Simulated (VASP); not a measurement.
Band structure of LiF (space group Fm-3m). Calculation: PBE GGA, VASP's PBE PAW potentials (set 64) (plane waves; VASP 6.6.1).

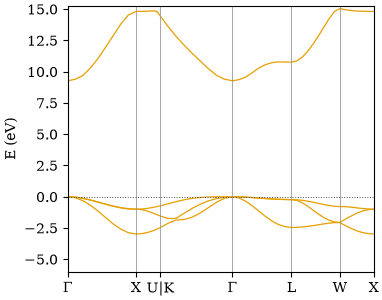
*Bands along high-symmetry lines, zero at the valence-band maximum or, without a gap, the Fermi level*

Read the plot: is there a gap, and where are the band edges?

The gap is indirect, 9.27 eV, from the valence maximum at K-Γ at 0.89 to the conduction minimum at Γ.

The structure comes from a computed database's LiF entry; how it stands against other phases isn't given here. The cell was not relaxed at this level.
